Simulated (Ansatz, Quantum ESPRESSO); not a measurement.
# YBe3 (Fm-3m): zone-centre phonons, part 2 of 3

Which modes does YBe3 (Fm-3m) have at the zone centre?

Quantum ESPRESSO 7.5; DFT PBE, scalar-relativistic, plane waves, PseudoDojo norm-conserving pseudopotentials.

So far. Step 2 (A probe with smearing): No gap opens on this mesh, so smearing is kept; the start stands at -0.98 GPa. Step 4 (Self-consistent run for the response): The cell stands at -0.071 GPa, close enough for phonons. The relaxed cell has a = 6.009 Å (conventional setting).

The structure was built from a prototype and need not be the compound's stable phase.

### Step 5. Linear response at Γ

At q = 0 one unit cell holds all displacements; symmetry groups them into irreducible representations that are solved one by one. With smeared occupations no response to a homogeneous field can be asked.

The input, ph.in:

```
phonons
&inputph
   prefix = 'x'
   outdir = './tmp'
   fildyn = 'g.dyn'
   tr2_ph = 1.0d-18
   alpha_mix(1) = 0.4
   nmix_ph = 8
/
0.000000000000 0.000000000000 0.000000000000
```

Launch:

```bash
OMP_NUM_THREADS=1 mpirun -n 4 ph.x -nk 4 -in ph.in > ph.out
```

The program printed:

```text
[banners, grids, parts of the stress and lines that vanish by symmetry left out]
[banner, memory and clock lines left out]
Program PHONON v.7.5

     ./tmp/x.save/

     IMPORTANT: XC functional enforced from input :
     Exchange-correlation= PBE
                           (   1   4   3   4   0   0   0)
     Any further DFT definition will be discarded
     Please, verify this is what you really want

     G-vector sticks info

     Reading collected, re-writing distributed wavefunctions in ./tmp/

     Number and degeneracy of irreps per q-point
       N         xq(1)         xq(2)         xq(3)   N irreps
       1   0.000000000   0.000000000   0.000000000       4
        3   3   3   3

     Calculation of q =    0.0000000   0.0000000   0.0000000

     phonons

     bravais-lattice index     =            2
     lattice parameter (alat)  =      11.3547  a.u.
     unit-cell volume          =     365.9918 (a.u.)^3
     number of atoms/cell      =            4
     number of atomic types    =            2
     kinetic-energy cut-off    =      76.0000  Ry
     charge density cut-off    =     304.0000  Ry
     convergence threshold     =      1.0E-18
     beta                      =       0.4000
     number of iterations used =            8
     Exchange-correlation= PBE
                           (   1   4   3   4   0   0   0)

     celldm(1)=   11.35474  celldm(2)=    0.00000  celldm(3)=    0.00000
     celldm(4)=    0.00000  celldm(5)=    0.00000  celldm(6)=    0.00000

     crystal axes: (cart. coord. in units of alat)
               a(1) = ( -0.5000  0.0000  0.5000 )
               a(2) = (  0.0000  0.5000  0.5000 )
               a(3) = ( -0.5000  0.5000  0.0000 )

     reciprocal axes: (cart. coord. in units 2 pi/alat)
               b(1) = ( -1.0000 -1.0000  1.0000 )
               b(2) = (  1.0000  1.0000  1.0000 )
               b(3) = ( -1.0000  1.0000 -1.0000 )

     Atoms inside the unit cell:

     Cartesian axes

     site n.  atom      mass           positions (alat units)
        1  Y      88.9058   tau(    1) = (    0.00000    0.00000    0.00000  )
        2  Be      9.0122   tau(    2) = (   -0.50000    0.50000    0.50000  )
        3  Be      9.0122   tau(    3) = (   -0.75000    0.75000    0.75000  )
        4  Be      9.0122   tau(    4) = (   -0.25000    0.25000    0.25000  )

     Computing dynamical matrix for
                    q = (   0.0000000   0.0000000   0.0000000 )

     49 Sym.Ops. (with q -> -q+G )

     G cutoff =  992.8144  (  32743 G-vectors)     FFT grid: ( 45, 45, 45)

     number of k points=    47  Marzari-Vanderbilt smearing, width (Ry)=  0.0200
                       cart. coord. in units 2pi/alat
        k(    1) = (   0.0000000   0.0000000   0.0000000), wk =   0.0020000
        k(    2) = (  -0.1000000   0.1000000  -0.1000000), wk =   0.0160000
        k(    3) = (  -0.2000000   0.2000000  -0.2000000), wk =   0.0160000
        [... further k-points left out ...]

     PseudoPot. # 1 for Y  read from file:
     ./pseudo/Y.upf
     Pseudo is Norm-conserving + core correction, Zval = 11.0
     Using radial grid of 1766 points,  6 beta functions with:
                l(1) =   0
                l(2) =   0
                l(3) =   1
                l(4) =   1
                l(5) =   2
                l(6) =   2

     PseudoPot. # 2 for Be read from file:
     ./pseudo/Be.upf
     Pseudo is Norm-conserving, Zval =  4.0
     Using radial grid of 1358 points,  4 beta functions with:
                l(1) =   0
                l(2) =   0
                l(3) =   1
                l(4) =   1

     Mode symmetry, O_h (m-3m)  point group:

     Atomic displacements:
     There are    4 irreducible representations

     Representation     1      3 modes -  To be done

     Representation     2      3 modes -  To be done

     Representation     3      3 modes -  To be done

     Representation     4      3 modes -  To be done

     Alpha used in Ewald sum =   2.8000

     Representation #   1 modes #   1   2   3

     Self-consistent Calculation
      iter #   1   av.it.:   6.6
      thresh= 1.000E-02 alpha_mix =  0.400 |ddv_scf|^2 =  2.033E-07
      iter #   2   av.it.:  14.5
      thresh= 4.509E-05 alpha_mix =  0.400 |ddv_scf|^2 =  2.082E-08
      iter #   3   av.it.:  15.4
      thresh= 1.443E-05 alpha_mix =  0.400 |ddv_scf|^2 =  1.657E-09
      iter #   4   av.it.:  15.2
      thresh= 4.070E-06 alpha_mix =  0.400 |ddv_scf|^2 =  1.306E-11
      iter #   5   av.it.:  15.3
      thresh= 3.614E-07 alpha_mix =  0.400 |ddv_scf|^2 =  9.849E-13
      iter #   6   av.it.:  15.0
      thresh= 9.924E-08 alpha_mix =  0.400 |ddv_scf|^2 =  2.763E-14
      iter #   7   av.it.:  16.1
      thresh= 1.662E-08 alpha_mix =  0.400 |ddv_scf|^2 =  7.947E-17
      iter #   8   av.it.:  14.0
      thresh= 8.914E-10 alpha_mix =  0.400 |ddv_scf|^2 =  2.133E-17
      iter #   9   av.it.:  14.4
      thresh= 4.618E-10 alpha_mix =  0.400 |ddv_scf|^2 =  2.152E-20

     End of self-consistent calculation

     Convergence has been achieved

     Representation #   2 modes #   4   5   6

     Self-consistent Calculation
      iter #   1   av.it.:   6.6
      thresh= 1.000E-02 alpha_mix =  0.400 |ddv_scf|^2 =  1.004E-07
      iter #   2   av.it.:  14.7
      thresh= 3.168E-05 alpha_mix =  0.400 |ddv_scf|^2 =  1.766E-08
      iter #   3   av.it.:  15.3
      thresh= 1.329E-05 alpha_mix =  0.400 |ddv_scf|^2 =  1.079E-09
      iter #   4   av.it.:  15.7
      thresh= 3.284E-06 alpha_mix =  0.400 |ddv_scf|^2 =  7.055E-11
      iter #   5   av.it.:  15.6
      thresh= 8.399E-07 alpha_mix =  0.400 |ddv_scf|^2 =  2.573E-12
[...]
End of self-consistent calculation

     Convergence has been achieved

     Representation #   3 modes #   7   8   9

     Self-consistent Calculation
[...]
End of self-consistent calculation

     Convergence has been achieved

     Representation #   4 modes #  10  11  12

     Self-consistent Calculation
[...]
iter #   4   av.it.:  16.3
      thresh= 2.752E-06 alpha_mix =  0.400 |ddv_scf|^2 =  1.537E-11
      iter #   5   av.it.:  16.0
      thresh= 3.921E-07 alpha_mix =  0.400 |ddv_scf|^2 =  4.437E-13
      iter #   6   av.it.:  15.8
      thresh= 6.661E-08 alpha_mix =  0.400 |ddv_scf|^2 =  7.858E-14
      iter #   7   av.it.:  16.4
      thresh= 2.803E-08 alpha_mix =  0.400 |ddv_scf|^2 =  1.736E-15
      iter #   8   av.it.:  16.8
      thresh= 4.167E-09 alpha_mix =  0.400 |ddv_scf|^2 =  2.674E-17
      iter #   9   av.it.:  15.0
      thresh= 5.171E-10 alpha_mix =  0.400 |ddv_scf|^2 =  4.018E-18
      iter #  10   av.it.:  16.0
      thresh= 2.004E-10 alpha_mix =  0.400 |ddv_scf|^2 =  1.928E-20

     End of self-consistent calculation

     Convergence has been achieved

     Number of q in the star =    1
     List of q in the star:
          1   0.000000000   0.000000000   0.000000000

     Diagonalizing the dynamical matrix

     q = (    0.000000000   0.000000000   0.000000000 )

 **************************************************************************
     freq (    1) =       0.266117 [THz] =       8.876722 [cm-1]
     freq (    2) =       0.266117 [THz] =       8.876722 [cm-1]
     freq (    3) =       0.266117 [THz] =       8.876722 [cm-1]
     freq (    4) =       9.439420 [THz] =     314.865147 [cm-1]
     freq (    5) =       9.439420 [THz] =     314.865147 [cm-1]
     freq (    6) =       9.439420 [THz] =     314.865147 [cm-1]
     freq (    7) =      10.178902 [THz] =     339.531614 [cm-1]
     freq (    8) =      10.178902 [THz] =     339.531614 [cm-1]
     freq (    9) =      10.178902 [THz] =     339.531614 [cm-1]
     freq (   10) =      14.109022 [THz] =     470.626317 [cm-1]
     freq (   11) =      14.109022 [THz] =     470.626317 [cm-1]
     freq (   12) =      14.109022 [THz] =     470.626317 [cm-1]
 **************************************************************************

     Mode symmetry, O_h (m-3m)  point group:

     freq (   1-   3) =          8.9  [cm-1]   --> T_1u G_15  G_4- I
     freq (   4-   6) =        314.9  [cm-1]   --> T_1u G_15  G_4- I
     freq (   7-   9) =        339.5  [cm-1]   --> T_2g G_25' G_5+ R
     freq (  10-  12) =        470.6  [cm-1]   --> T_1u G_15  G_4- I
```

Wall time 8.2 min (4 MPI ranks of Arm Neoverse V2, shared host).

This step gave:

| Quantity | Value |
| --- | --- |
| largest acoustic frequency at the zone centre before the sum rule | 8.88 cm⁻¹ |
| highest optical zone-centre mode (no LO-TO term) | 470.6 cm⁻¹ |
| lowest optical zone-centre mode | 314.9 cm⁻¹ |

The acoustic modes at Γ come out as far as 8.9 cm⁻¹ from zero, where they should vanish, a small numerical error.

### Step 6. Modes with the sum rule

A rigid shift of the crystal must cost nothing, but grids and finite bases break this; the acoustic sum rule is imposed before the matrix is diagonalised again.

The input, dynmat.in:

```
&input
   fildyn = 'g.dyn'
   asr = 'simple'
   fileig = 'dynmat.eig'
/
```

Launch:

```bash
dynmat.x -in dynmat.in > dynmat.out
```

The program printed:

```text
[banner, memory and clock lines left out]
Program DYNMAT v.7.5

     Reading Dynamical Matrix from file g.dyn
     ...Force constants read
     ...epsilon and Z* not read (not found on file)
     A direction for q was not specified:TO-LO splitting will be absent

     Polarizability (A^3 units)
     multiply by 1.000000 for Clausius-Mossotti correction
         0.000000    0.000000    0.000000
         0.000000    0.000000    0.000000
         0.000000    0.000000    0.000000

     IR activities are in (D/A)^2/amu units

# mode   [cm-1]    [THz]      IR
    1     -0.00   -0.0000    0.0000
    2      0.00    0.0000    0.0000
    3      0.00    0.0000    0.0000
    4    314.15    9.4180    0.0000
    5    314.15    9.4180    0.0000
    6    314.15    9.4180    0.0000
    7    339.18   10.1684    0.0000
    8    339.18   10.1684    0.0000
    9    339.18   10.1684    0.0000
   10    470.42   14.1027    0.0000
   11    470.42   14.1027    0.0000
   12    470.42   14.1027    0.0000

[end of the log left out, with the tail of the file of modes that dynmat.x writes under the same name]
```

It took 0.47 s on 1 thread.

This step gave:

```yaml
highest_optical_zone_centre_mode_no_lo_to_term: 470.4 cm⁻¹
lowest_optical_zone_centre_mode: 314.1 cm⁻¹
```

Unit eigenvectors of the mass-weighted matrix after the sum rule; no LO-TO term. The modes at Γ (shares of kinetic energy by element, %):

```
mode  frequency (cm⁻¹)  symmetry  Y %  Be %
   1               0.0  acoustic   77    23
   2               0.0  acoustic   77    23
   3               0.0  acoustic   77    23
   4             314.2       T1u    5    95
   5             314.2       T1u    5    95
   6             314.2       T1u    5    95
   7             339.2       T2g    0   100
   8             339.2       T2g    0   100
   9             339.2       T2g    0   100
  10             470.4       T1u   18    82
  11             470.4       T1u   18    82
  12             470.4       T1u   18    82
```

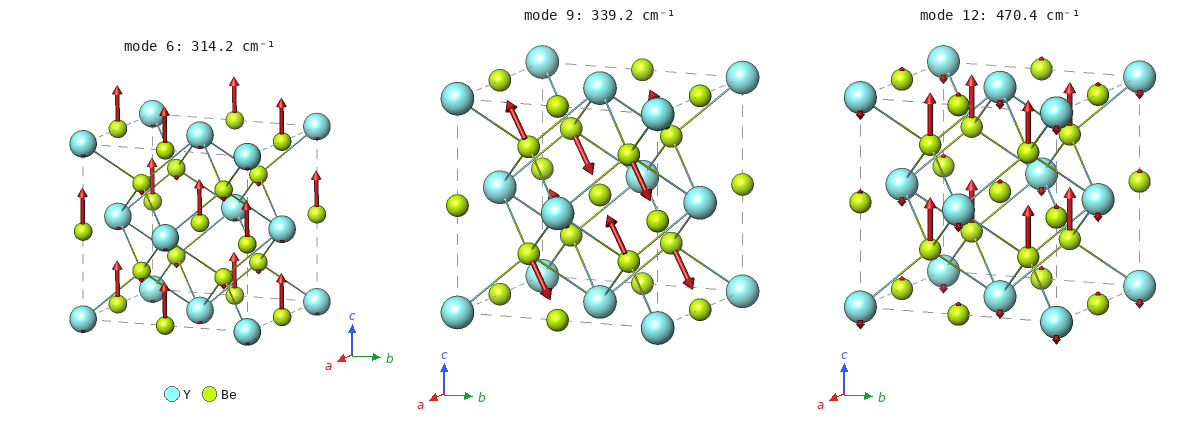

Displacement patterns of modes 6, 9 and 12 at Γ; arrows are exaggerated. Some periodic images of atoms are drawn too.

The rule also moves an optical mode by 0.7 cm⁻¹.

### Step 7. Sum rules set otherwise: a sum rule for molecules or wires on a crystal

This rule also removes rotations, which suits wires and not a crystal; it is tried to see the harm.

The input, dynmat.in:

```
&input
   fildyn = 'g.dyn'
   asr = 'one-dim'
   fileig = 'dynmat.eig'
/
```

Launch:

```bash
dynmat.x -in dynmat.in > dynmat.out
```

The program printed:

```text
[banner, memory and clock lines left out]
Program DYNMAT v.7.5

     Reading Dynamical Matrix from file g.dyn
     ...Force constants read
     ...epsilon and Z* not read (not found on file)
asr rotation axis in 1D system=    3
     Acoustic Sum Rule: || Z*(ASR) - Z*(orig)|| =    0.000000E+00
     Acoustic Sum Rule: ||dyn(ASR) - dyn(orig)||=    3.624683E-01
     A direction for q was not specified:TO-LO splitting will be absent

     Polarizability (A^3 units)
     multiply by 1.000000 for Clausius-Mossotti correction
         0.000000    0.000000    0.000000
         0.000000    0.000000    0.000000
         0.000000    0.000000    0.000000

     IR activities are in (D/A)^2/amu units

# mode   [cm-1]    [THz]      IR
    1     -0.00   -0.0000    0.0000
    2     -0.00   -0.0000    0.0000
    3      0.00    0.0000    0.0000
    4      0.00    0.0000    0.0000
    5    314.70    9.4345    0.0000
    6    314.70    9.4345    0.0000
    7    326.57    9.7905    0.0000
    8    339.53   10.1789    0.0000
    9    339.53   10.1789    0.0000
   10    470.52   14.1057    0.0000
   11    470.52   14.1057    0.0000
   12    494.12   14.8133    0.0000

[end of the log left out, with the tail of the file of modes that dynmat.x writes under the same name]
```

The job ended after 0.47 s (1 thread).

The program raised no error, yet the settings are not those of a careful run.

The fault: a sum rule for molecules or wires on a crystal; 1 optical mode is projected out to zero frequency, as if it were a rotation.

For a crystal the rule has to be 'simple' or 'crystal'.

Zone-centre frequencies as printed; negative means imaginary. Modes:

```
mode  frequency (cm⁻¹)
   1                 0
   2                 0
   3                 0
   4                 0
   5             314.7
   6             314.7
   7             326.6
   8             339.5
   9             339.5
  10             470.5
  11             470.5
  12             494.1
```

### Step 8. Sum rules set otherwise (asr no)

Without the rule the raw error of the acoustic modes shows.

The input, dynmat.in:

```
&input
   fildyn = 'g.dyn'
   asr = 'no'
   fileig = 'dynmat.eig'
/
```

Launch:

```bash
dynmat.x -in dynmat.in > dynmat.out
```

The program printed:

```text
[banner, memory and clock lines left out]
Program DYNMAT v.7.5

     Reading Dynamical Matrix from file g.dyn
     ...Force constants read
     ...epsilon and Z* not read (not found on file)
     A direction for q was not specified:TO-LO splitting will be absent

     Polarizability (A^3 units)
     multiply by 1.000000 for Clausius-Mossotti correction
         0.000000    0.000000    0.000000
         0.000000    0.000000    0.000000
         0.000000    0.000000    0.000000

     IR activities are in (D/A)^2/amu units

# mode   [cm-1]    [THz]      IR
    1      8.88    0.2661    0.0000
    2      8.88    0.2661    0.0000
    3      8.88    0.2661    0.0000
    4    314.87    9.4394    0.0000
    5    314.87    9.4394    0.0000
    6    314.87    9.4394    0.0000
    7    339.53   10.1789    0.0000
    8    339.53   10.1789    0.0000
    9    339.53   10.1789    0.0000
   10    470.63   14.1090    0.0000
   11    470.63   14.1090    0.0000
   12    470.63   14.1090    0.0000

[end of the log left out, with the tail of the file of modes that dynmat.x writes under the same name]
```

It took 0.47 s on 1 thread.

This step gave:

```yaml
highest_optical_zone_centre_mode_no_lo_to_term: 470.6 cm⁻¹
lowest_optical_zone_centre_mode: 314.9 cm⁻¹
```

Zone-centre frequencies as printed; negative means imaginary. Modes:

```
mode  frequency (cm⁻¹)
   1              8.88
   2              8.88
   3              8.88
   4             314.9
   5             314.9
   6             314.9
   7             339.5
   8             339.5
   9             339.5
  10             470.6
  11             470.6
  12             470.6
```

Against the first rule no mode moves by more than 8.9 cm⁻¹.

(Continued in part 3 of 3.)

[Host names and launcher messages were left out of these logs when they were recorded.]

[Logs are printed without paths, hosts, clocks, repeated set-up lines and the standing remarks that a program may print on its own settings, such as how far it seeks lower states.]

[Hosts, paths, dates, database ids (printed as entryN), source tags and the programs' standing remarks are cut or masked in the printed files.]
